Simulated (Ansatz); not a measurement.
# Cu(NH3)Cl (ClCuH3N): one molecule under many settings

How do the results and run time of Cu(NH3)Cl (ClCuH3N) respond when the settings are drawn wide?

The runs use Ansatz 0.2.0, Gaussian basis; the settings change from run to run.

### Step 1. The relaxed structure

The structure was relaxed beforehand with B3LYP-D4 in a triple-zeta def2 set.

6 atoms, charge 0, spin multiplicity 1.

Atoms are counted from 1 here; the program's logs count them from 0.

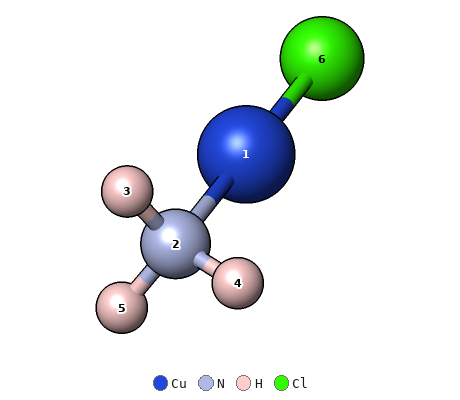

The structure; copper blue, nitrogen light blue, hydrogen pink, chlorine green; atoms are numbered from 1 in the order of the file.

### Step 2. PBEsol/def2-mTZVPP

Options: multiplicity 3, coordinates scaled by 1.05, the search for lower states set to light.

The input, in.yaml:

```yaml
crystal:
  periodic: [false, false, false]
  atoms:
    - {symbol: Cu, position_ang: [-0.005841, 0.003062, -1.196103]}
    - {symbol: N, position_ang: [0.003669, -0.001954, 0.857713]}
    - {symbol: H, position_ang: [-0.427828, 0.891463, 1.250244]}
    - {symbol: H, position_ang: [0.996971, -0.074800, 1.240485]}
    - {symbol: H, position_ang: [-0.552243, -0.825611, 1.246326]}
    - {symbol: Cl, position_ang: [-0.014739, 0.007830, -3.398665]}
basis:
  gaussian: {orbitals: def2-mTZVPP}
magnetization: {spin_polarized: true, initial_magnetization: 2}
hamiltonian: {xc: {name: PBEsol}}
scf: {lower_state_search: light}
output: {forces: true}
```

Command:

```sh
$ ansatz run in.yaml --threads 4 --pin off --events-out ev --progress --plain --max-ram 3916MiB
```

The program printed:

```text
Functional definition: PBEsol
  name "PBEsol"
  cite "Perdew et al., Phys. Rev. Lett. 100, 136406 (2008) doi:10.1103/PhysRevLett.100.136406"
  cite "Perdew, Burke & Ernzerhof, Phys. Rev. Lett. 77, 3865 (1996) doi:10.1103/PhysRevLett.77.3865"
  parent pbesol
  exchange = pbesol_x
  correlation = pbesol_c
969 factors; their error is unknown
mean field evaluation 1: about -58621.1772 eV, gradient 4.0e1 eV
mean field evaluation 2: about -58598.3356 eV, gradient 8.4e1 eV
mean field evaluation 4: about -58625.8599 eV, gradient 2.3e1 eV
mean field evaluation 8: about -58626.4030 eV, gradient 1.5e1 eV
mean field evaluation 16: about -58627.5754 eV, gradient 1.2e0 eV
mean field evaluation 32: about -58627.5722 eV, gradient 8.9e-1 eV
mean field evaluation 64: about -58627.5757 eV, gradient 2.7e-1 eV
mean field evaluation 96: about -58627.5761 eV, gradient 2.4e-3 eV
mean field evaluation 128: about -58627.5760 eV, gradient 6.6e-4 eV
mean field evaluation 160: about -58627.5758 eV, gradient 3.5e-2 eV
mean field evaluation 192: about -58627.5758 eV, gradient 1.5e-1 eV
mean field evaluation 224: about -58627.5671 eV, gradient 7.9e-1 eV
mean field evaluation 256: about -58627.5756 eV, gradient 2.4e-1 eV
mean field evaluation 288: about -58627.5758 eV, gradient 1.7e-3 eV
mean field evaluation 320: about -58627.5756 eV, gradient 7.7e-2 eV
mean field evaluation 352: about -58627.5759 eV, gradient 8.8e-3 eV
mean field evaluation 384: about -58627.5760 eV, gradient 2.0e-3 eV
mean field evaluation 416: about -58627.5758 eV, gradient 4.3e-2 eV
mean field evaluation 448: about -58627.5745 eV, gradient 5.8e-1 eV
mean field -58627.57607984 eV, -2154.5236817359 hartree, gradient 1.3e-10 eV, S^2 2.000950; 10 other end points of the search recorded, 0 dependent functions left out
the calculation of the forces begins
reference -58627.57613672 eV, -2154.5236838260 hartree; 29, 27 occupied and 70, 72 virtual orbitals, 969 factors
Total energy: -58627.57613672 eV, -2154.5236838260 hartree
Atom 0 at    -0.005841     0.003062    -1.196103 Å, force    -0.386135     0.079794    -0.093690 eV/Å
Atom 1 at     0.003669    -0.001954     0.857713 Å, force     0.205678    -0.054977     1.401919 eV/Å
Atom 2 at    -0.427828     0.891463     1.250244 Å, force     0.435620    -0.858948    -0.362265 eV/Å
Atom 3 at     0.996971    -0.074800     1.240485 Å, force    -0.977370     0.072522    -0.251746 eV/Å
Atom 4 at    -0.552243    -0.825611     1.246326 Å, force     0.557405     0.794298    -0.344483 eV/Å
Atom 5 at    -0.014739     0.007830    -3.398665 Å, force     0.164802    -0.032690    -0.349735 eV/Å
Dipole moment:    -0.008180     0.000009     1.124534 e Å
```

It took 2.3 min on 4 threads of Arm Neoverse V2, shared host.

Largest force 1.418 eV/Å, dipole 5.40 D, ⟨S²⟩ 2.001.

### Step 3. wPBEh/def2-SVPD

This run has a grid of angular degree 11, relativity set to scalar, the search for lower states set to off.

The input, in.yaml:

```yaml
crystal:
  periodic: [false, false, false]
  atoms:
    - {symbol: Cu, position_ang: [-0.005563, 0.002916, -1.139146]}
    - {symbol: N, position_ang: [0.003494, -0.001861, 0.816870]}
    - {symbol: H, position_ang: [-0.407455, 0.849013, 1.190708]}
    - {symbol: H, position_ang: [0.949496, -0.071238, 1.181414]}
    - {symbol: H, position_ang: [-0.525946, -0.786296, 1.186977]}
    - {symbol: Cl, position_ang: [-0.014037, 0.007457, -3.236824]}
basis:
  gaussian: {orbitals: def2-SVPD, final_grid: {core_spheres: 5, valence_spheres: 4, degree: 11}}
hamiltonian: {xc: {name: wPBEh}, pseudopotentials: {relativity: scalar}}
scf: {lower_state_search: off}
```

Same command.

The program printed:

```text
Functional definition: wPBEh
  name "wPBEh"
  cite "Heyd, Scuseria & Ernzerhof, J. Chem. Phys. 118, 8207 (2003) doi:10.1063/1.1564060"
  cite "Krukau, Vydrov, Izmaylov & Scuseria, J. Chem. Phys. 125, 224106 (2006) doi:10.1063/1.2404663"
  cite "Heyd & Scuseria, J. Chem. Phys. 120, 7274 (2004) doi:10.1063/1.1668634"
  cite "Ernzerhof & Perdew, J. Chem. Phys. 109, 3313 (1998) doi:10.1063/1.476928"
  cite "Perdew, Burke & Ernzerhof, Phys. Rev. Lett. 77, 3865 (1996) doi:10.1103/PhysRevLett.77.3865"
  parent pbe
  parameter a = 0.25
  parameter omega = 0.11/bohr
  exchange = wpbe_x - a*pbe_x_sr(omega) + a*exact_x_sr(omega)
  correlation = pbe_c
these checks for a lower state are left out or cut short: stability, starts, cluster_reference, orbital_swaps, neighbouring_geometries, increment
1106 factors; their error is unknown
109 factors; integrals over basis functions are off by at most 4.1e-6 eV
mean field evaluation 1: about -59022.6029 eV, gradient 5.8e1 eV
mean field evaluation 2: about -58838.5668 eV, gradient 3.6e2 eV
mean field evaluation 4: about -59028.3668 eV, gradient 1.9e1 eV
mean field evaluation 8: about -59028.8277 eV, gradient 5.9e-1 eV
mean field evaluation 16: about -59029.0787 eV, gradient 3.3e-4 eV
mean field -59029.07871077 eV, -2169.2786312743 hartree, gradient 6.5e-6 eV, S^2 0.000000; 0 other end points of the search recorded, 0 dependent functions left out
reference -59029.07875369 eV, -2169.2786328516 hartree; 28, 28 occupied and 77, 77 virtual orbitals, 1106 factors
Total energy: -59029.07875369 eV, -2169.2786328516 hartree
Relativity: scalar
Checks for a lower state left out: stability, starts, cluster_reference, orbital_swaps, neighbouring_geometries, increment
```

Run time: 0.7 s. Hardware: 4 threads of Arm Neoverse V2, shared host.

### Step 4. B2PLYP/cc-pVDZ

Set apart from the defaults: charge +1, multiplicity 2, atoms shaken by 0.15 Å.

The input, in.yaml:

```yaml
crystal:
  periodic: [false, false, false]
  atoms:
    - {symbol: Cu, position_ang: [-0.034673, -0.003400, -1.247386]}
    - {symbol: N, position_ang: [0.074245, -0.059324, 1.106995]}
    - {symbol: H, position_ang: [-0.574839, 0.820506, 1.430265]}
    - {symbol: H, position_ang: [0.985036, 0.247332, 1.105408]}
    - {symbol: H, position_ang: [-0.587061, -0.701159, 1.027351]}
    - {symbol: Cl, position_ang: [0.281019, 0.252936, -3.303160]}
basis:
  gaussian: {orbitals: cc-pVDZ}
total_charge: 1
magnetization: {spin_polarized: true, initial_magnetization: 1}
hamiltonian: {xc: {name: B2PLYP}}
```

The command is unchanged.

The program printed:

```text
Functional definition: B2PLYP
  name "B2PLYP"
  cite "Grimme, J. Chem. Phys. 124, 034108 (2006) doi:10.1063/1.2148954"
  cite "Becke, Phys. Rev. A 38, 3098 (1988) doi:10.1103/PhysRevA.38.3098"
  cite "Lee, Yang & Parr, Phys. Rev. B 37, 785 (1988) doi:10.1103/PhysRevB.37.785"
  parameter a = 0.53
  parameter c = 0.27
  exchange = (1 - a)*b88_x + a*exact_x
  correlation = (1 - c)*lyp_c + c*(mp2_os + mp2_ss)
924 factors; integrals over basis functions are off by at most 1.2e-3 eV
mean field evaluation 1: about -58656.8167 eV, gradient 9.4e1 eV
mean field evaluation 2: about -58656.8823 eV, gradient 9.4e1 eV
mean field evaluation 4: about -58666.9770 eV, gradient 4.1e1 eV
mean field evaluation 8: about -58674.8492 eV, gradient 1.9e0 eV
mean field evaluation 16: about -58675.0168 eV, gradient 2.4e-1 eV
mean field evaluation 32: about -58675.1656 eV, gradient 3.3e-5 eV
mean field evaluation 64: about -58675.1622 eV, gradient 7.5e-2 eV
mean field evaluation 96: about -58654.7099 eV, gradient 4.6e1 eV
mean field -58675.16564435 eV, -2156.2725659742 hartree, gradient 1.8e-6 eV, S^2 0.754639; 7 other end points of the search recorded, 0 dependent functions left out
11 core orbitals not correlated: weight in the atoms' cores, before any rotation towards them, 1.000 or more for the frozen orbitals, at most 0.000 for the correlated occupied ones
reference -58675.16579441 eV, -2156.2725714888 hartree; 17, 16 occupied and 62, 63 virtual orbitals, 924 factors
second order -29.45860470 eV of doubles, -0.00000000 eV of singles
Total energy: -58683.11961768 eV, -2156.5648691027 hartree
```

Run time: 13 s. Hardware: 4 threads of Arm Neoverse V2, shared host.

⟨S²⟩ 0.755.

### Step 5. The runs in one table

```tsv
level	charge	multiplicity	geometry	functions	energy (eV)	time
PBEsol/def2-mTZVPP	0	3	scaled	99	-58627.576	2.3 min
wPBEh/def2-SVPD	0	1	relaxed	105	-59029.079	0.7 s
B2PLYP/cc-pVDZ	1	2	shaken	90	-58683.120	13 s
```

### Step 6. Outcome

| quantity | value |
| --- | --- |
| runs | 3 |
| quickest | wPBEh/def2-SVPD, 0.7 s |
| slowest | PBEsol/def2-mTZVPP, 2.3 min |

The runs differ in state or geometry as well as level, so their energies can't be set against each other. PBEsol/def2-mTZVPP took 199 times as long as wPBEh/def2-SVPD. The jobs differ in tasks and options as well as level.
